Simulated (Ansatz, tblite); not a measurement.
# B9N9 wurtzite hole sphere (B9N9H24): rung by rung

Aim: run the singlet of B9N9 wurtzite hole sphere (B9N9H24) at one geometry on many levels, and compare frontier levels, spin and run time.

Method: as each input shows; program: Ansatz 0.2.0, Gaussian basis.

The runs, in order: GFN1-xTB, GFN2-xTB, PBE-D4/def2-TZVP, r2SCAN-D4/def2-TZVP, LC-ωPBE/def2-TZVP, B3LYP-D4/def2-TZVP, BLYP-D4/def2-TZVP, LC-ωPBE(0.10)/def2-SVP, LC-ωPBE(0.15)/def2-SVP, LC-ωPBE(0.20)/def2-SVP, LC-ωPBE(0.30)/def2-SVP, PBE-D4/def2-SVP, PBE0-D4/def2-SVP, HF/STO-3G, MP2/def2-SVP, RPA/def2-SVP.

## Step 1: The structure

The singlet was relaxed beforehand with PBE-D4/def2-SVP.

42 atoms, charge 0, spin multiplicity 1.

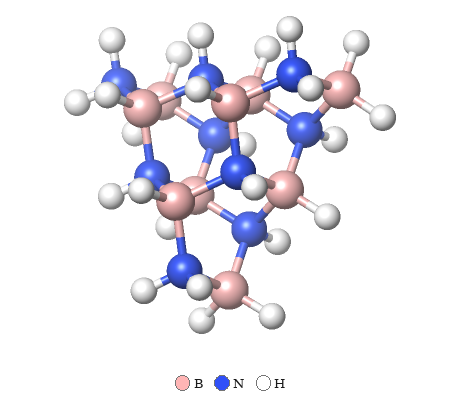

The structure; boron pink, nitrogen blue, hydrogen white.

PBE0-D4/def2-TZVP was run before; its log isn't repeated, and its numbers join the tables.

## Step 2: GFN1-xTB

Tight binding, by tblite at 300 K electronic temperature and without a spin-polarisation term:

```python
tblite.interface.Calculator('GFN1-xTB', numbers, positions, charge=0, uhf=0).singlepoint()
```

Energy -1493.2038 eV, HOMO -10.56 eV, LUMO -3.34 eV; 0.056 s.

## Step 3: GFN2-xTB

Tight binding, by tblite at 300 K electronic temperature and without a spin-polarisation term:

```python
tblite.interface.Calculator('GFN2-xTB', numbers, positions, charge=0, uhf=0).singlepoint()
```

Energy -1367.0667 eV, HOMO -9.74 eV, LUMO -0.16 eV; 0.038 s.

## Step 4: PBE-D4/def2-TZVP

start.molden holds the orbitals of an earlier run on this state, given as this run's starting guess.

The input, in.yaml:

```yaml
crystal:
  periodic: [false, false, false]
  atoms:
    - {symbol: B, position_ang: [-0.001142, -3.012540, -0.839921]}
    - {symbol: N, position_ang: [-0.002242, -2.951377, 0.773939]}
    - {symbol: N, position_ang: [-0.000681, -1.493519, -1.292344]}
    - {symbol: B, position_ang: [-1.305893, -0.753874, -0.822643]}
    - {symbol: B, position_ang: [-0.000971, -1.477244, 1.358549]}
    - {symbol: N, position_ang: [-1.254740, -0.722539, 0.789301]}
    - {symbol: N, position_ang: [-1.292139, 0.745538, -1.294456]}
    - {symbol: B, position_ang: [-2.607774, 1.506063, -0.844139]}
    - {symbol: B, position_ang: [-1.279943, 0.741429, 1.356450]}
    - {symbol: N, position_ang: [-2.555451, 1.478840, 0.769815]}
    - {symbol: B, position_ang: [1.305154, -0.755089, -0.822726]}
    - {symbol: N, position_ang: [1.253833, -0.724191, 0.789238]}
    - {symbol: N, position_ang: [1.292733, 0.744422, -1.294512]}
    - {symbol: B, position_ang: [0.000686, 1.506697, -0.824780]}
    - {symbol: B, position_ang: [1.280997, 0.739709, 1.356382]}
    - {symbol: N, position_ang: [0.000962, 1.448976, 0.787165]}
    - {symbol: B, position_ang: [2.608940, 1.503999, -0.844247]}
    - {symbol: N, position_ang: [2.557675, 1.475059, 0.769701]}
    - {symbol: H, position_ang: [-1.027030, -3.577851, -1.215941]}
    - {symbol: H, position_ang: [1.025316, -3.577900, -1.214315]}
    - {symbol: H, position_ang: [-0.814465, -3.459078, 1.147301]}
    - {symbol: H, position_ang: [0.808064, -3.461247, 1.148484]}
    - {symbol: H, position_ang: [-0.000816, -1.537228, -2.319948]}
    - {symbol: H, position_ang: [-2.312144, -1.334851, -1.217922]}
    - {symbol: H, position_ang: [-0.000884, -1.518365, 2.586866]}
    - {symbol: H, position_ang: [-2.088894, -1.203073, 1.147254]}
    - {symbol: H, position_ang: [-1.328921, 0.765971, -2.322128]}
    - {symbol: H, position_ang: [-3.610284, 0.899096, -1.218234]}
    - {symbol: H, position_ang: [-2.584218, 2.676567, -1.221927]}
    - {symbol: H, position_ang: [-1.316372, 0.763675, 2.584716]}
    - {symbol: H, position_ang: [-3.402465, 1.032488, 1.144224]}
    - {symbol: H, position_ang: [-2.589350, 2.436610, 1.141833]}
    - {symbol: H, position_ang: [2.310994, -1.336729, -1.218066]}
    - {symbol: H, position_ang: [2.087308, -1.205938, 1.147143]}
    - {symbol: H, position_ang: [1.329587, 0.764643, -2.322185]}
    - {symbol: H, position_ang: [0.001057, 2.667972, -1.221927]}
    - {symbol: H, position_ang: [1.317449, 0.761986, 2.584646]}
    - {symbol: H, position_ang: [0.001655, 2.412072, 1.143981]}
    - {symbol: H, position_ang: [3.611027, 0.897238, -1.219795]}
    - {symbol: H, position_ang: [2.585398, 2.674964, -1.220629]}
    - {symbol: H, position_ang: [3.403873, 1.026274, 1.143070]}
    - {symbol: H, position_ang: [2.594106, 2.432327, 1.142744]}
basis:
  gaussian: {orbitals: def2-TZVP, fitting: {mean_field: def2-universal-jkfit}, initial_orbitals: start.molden}
hamiltonian: {xc: pbe, dispersion: d4}
scf: {omitted_lower_state_checks: [starts]}
output: {forces: true, orbitals: {seedname: orbitals}}
```

Command:

```console
$ ansatz run in.yaml --threads 2 --pin off --events-out ev --progress --plain --max-ram 32768MiB --backend cuda --devices 0, --max-vram 18GiB
```

After this run come: r2SCAN-D4/def2-TZVP; LC-ωPBE/def2-TZVP; B3LYP-D4/def2-TZVP; BLYP-D4/def2-TZVP; LC-ωPBE(0.10)/def2-SVP; LC-ωPBE(0.15)/def2-SVP; LC-ωPBE(0.20)/def2-SVP; LC-ωPBE(0.30)/def2-SVP; PBE-D4/def2-SVP; PBE0-D4/def2-SVP; HF/STO-3G; MP2/def2-SVP; RPA/def2-SVP.

Before running them: what should the planned runs give, taken together? Wanted: gap in def2-TZVP, named functionals, smallest and largest; gap over the ω; correlation energy, MP2/def2-SVP; binding an atom, functionals in def2-TZVP; PBE0 total energy, smallest basis above largest.

**Answer**, as computed:

| quantity | value |
| --- | --- |
| gap in def2-TZVP, named functionals, smallest and largest | 5.20 eV (BLYP-D4), 12.11 eV (LC-ωPBE) |
| gap over the ω (1/bohr) | 8.62 eV at 0.1, 12.23 eV at 0.3 |
| correlation energy, MP2/def2-SVP | -66.07 eV |
| binding an atom, functionals in def2-TZVP | 4.17 (r2SCAN-D4) to 4.26 eV (PBE-D4) |
| PBE0 total energy, smallest basis above largest | 20.63 eV (def2-SVP, def2-TZVP) |

What this shows: Orbital gaps of the named functionals in def2-TZVP span 5.20 eV (BLYP-D4) to 12.11 eV (LC-ωPBE); exact exchange widens it. Raising the ω (1/bohr) from 0.1 to 0.3 moves the HOMO by -2.09 eV and the LUMO by +1.52 eV.
